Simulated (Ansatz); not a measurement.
# F₃GeH₃N₂: what the fields show

```yaml
atoms:
  - { symbol: F, position_ang: [1.2320, 0.1970, -3.1112] }
  - { symbol: F, position_ang: [2.3722, 1.3588, -0.8784] }
  - { symbol: F, position_ang: [0.7348, -0.8571, -0.6721] }
  - { symbol: Ge, position_ang: [0.9378, 0.6384, -1.4824] }
  - { symbol: N, position_ang: [-0.3999, 1.7841, -1.2600] }
  - { symbol: N, position_ang: [-1.6549, 1.3815, -1.6905] }
  - { symbol: H, position_ang: [-0.2601, 2.6982, -0.8367] }
  - { symbol: H, position_ang: [-2.0156, 1.9854, -2.4263] }
  - { symbol: H, position_ang: [-2.3227, 1.3360, -0.9236] }
```

Geometry: PBE0-D3(BJ)/def2-SVP.

Computed with Ansatz, isolated molecule in a Gaussian basis; Kohn-Sham density functional theory, functional PBE0.

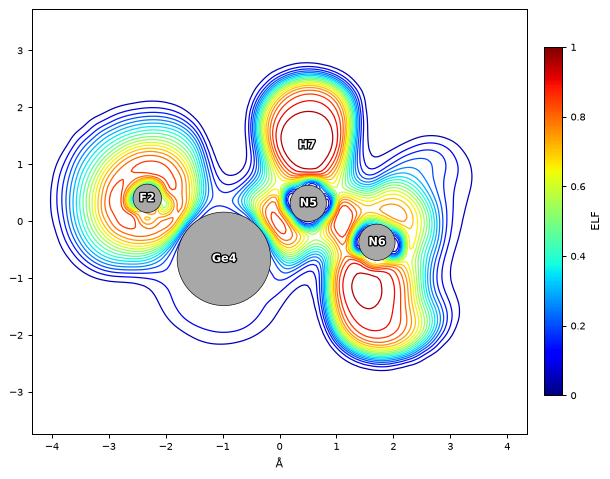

Figure 1. Electron localisation function on the plane of atoms Ge4, N5 and N6. Grey discs cover the atomic cores.

Interpret the plot.

The section cuts through F, Ge, N and H sites. N–N (1.39 Å): the ELF peaks at about 0.90 between the atoms; a shared electron pair. Ge–F (1.71 Å): the ELF peaks at about 0.80 in the valence shell of F, 0.6 Å from its nucleus, and is about 0.20 at the midpoint. Ge–N (1.78 Å): the ELF peaks at about 0.85 in the valence shell of N, 0.6 Å from its nucleus, and is about 0.50 at the midpoint. N–H (1.02 Å): the ELF climbs to about 1 towards the hydrogen, as it does in any bond to H; an ordinary covalent bond to hydrogen. The ELF also peaks beside N6 and F2, away from the bonds: lone-pair regions.

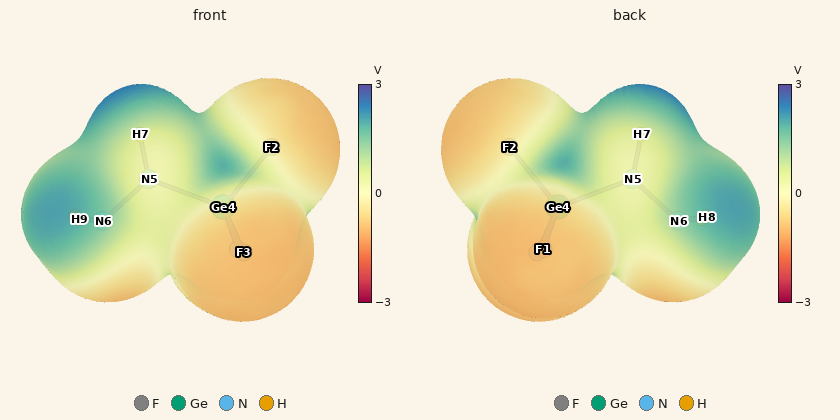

Figure 2. The molecular electrostatic potential painted on the density surface at 0.002 e/bohr³, seen from the front and from behind; the colour scale runs from red (negative) to blue (positive).

Which sites attract a positive test charge, and which a negative one?

A positive charge is drawn to the negative regions and a negative charge to the positive ones. The most negative region (about −1.0 V, or −23 kcal/mol for a unit charge) lies over F1 and F3, the most positive (about +2.4 V, or +55 kcal/mol for a unit charge) over H7.

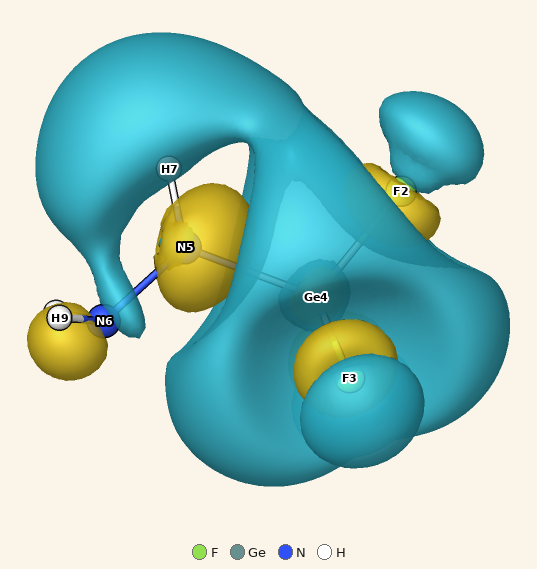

Figure 3. The LUMO at ±0.06 Å⁻³ᐟ² (yellow and cyan are the two phases), seen across its widest extent.

What is the character of this orbital?

By Hirshfeld shares it lies mainly on Ge4 (about 45 %), N5 (about 10 %), F3 (about 10 %), F1 (about 10 %), H7 (about 10 %) and F2 (about 10 %). Its energy is −0.81 eV.

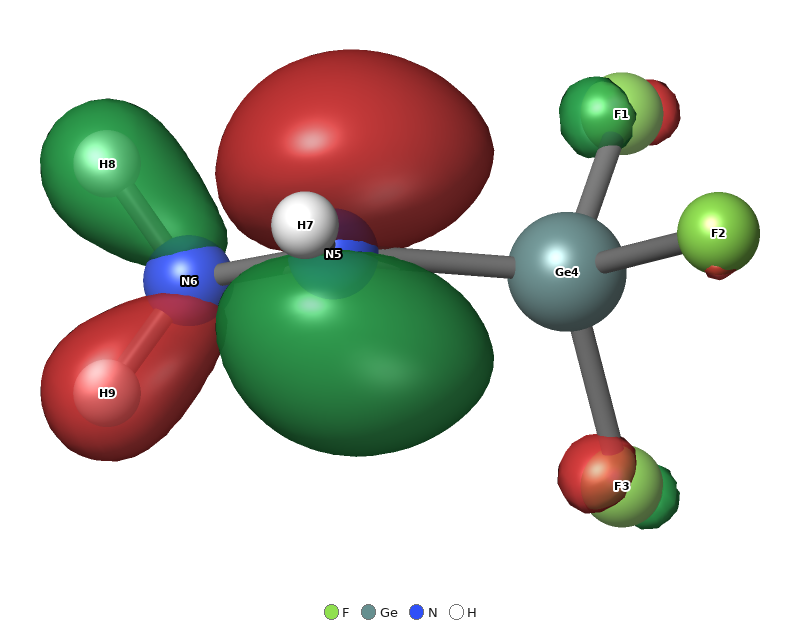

Figure 4. The HOMO−1 at ±0.15 Å⁻³ᐟ² (green and red are the two phases), seen from one side.

Describe this orbital and give its energy.

By Hirshfeld shares it lies mainly on N5 (about 65 %), Ge4 (about 10 %) and N6 (about 10 %). Its energy is −8.43 eV.
